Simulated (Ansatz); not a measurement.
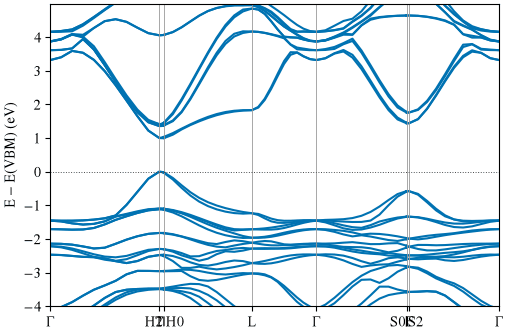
Band structure from the program Ansatz at the r²SCAN with spin–orbit coupling level (PAW)

Read off the gap and where the band edges lie.

About 1.0 eV (1.00 eV by a search for the band edges); maximum at T, minimum on the T–H2 line, 59 % of the way from T.

The material is CsGeI3 in space group R3m (No. 160; Cs on 3a, Ge on 3a, I on 9b).

The workflow started from a Materials Project entry (that database holds measured and hypothetical structures alike); the Crystallography Open Database files this formula in space group No. 160, but the cells were not matched. Its standing as an ambient phase is unchecked. The r²SCAN relaxation kept the symmetry of its start; of distortions, only those at the zone centre were tested.

Potentials: the later of the program's two PAW sets.
